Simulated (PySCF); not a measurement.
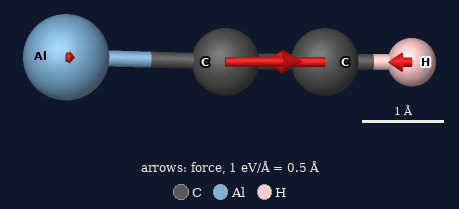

Starting geometry of C$_{2}$HAl with the computed forces as red arrows. A ball-and-stick model, seen face on.

It is one of the separated reactants of a reaction.

The calculation used RKS PBE0-D4/def2-TZVP, density fitting (PySCF 2.14.0). 

Q: Is this structure relaxed? If not, where do the atoms go?

A: It isn't relaxed: the largest force vector, on a C atom, is 1.92 eV/Å. The final displacements follow the starting forces only in part (cosine between the two patterns 0.52). Over 5 geometry steps the energy falls by 0.033 eV. The largest moves after the best rigid fit, 0.030 Å, are those of Al and H atoms. By element the largest moves are Al 0.030 Å, H 0.030 Å, C 0.020 Å. Some distances before and after: C–C 1.239 → 1.216 Å, Al–C 1.984 → 1.967 Å, C–H 1.084 → 1.067 Å. Cost: 26 s on 2 threads of Arm Neoverse V1 (shared host).
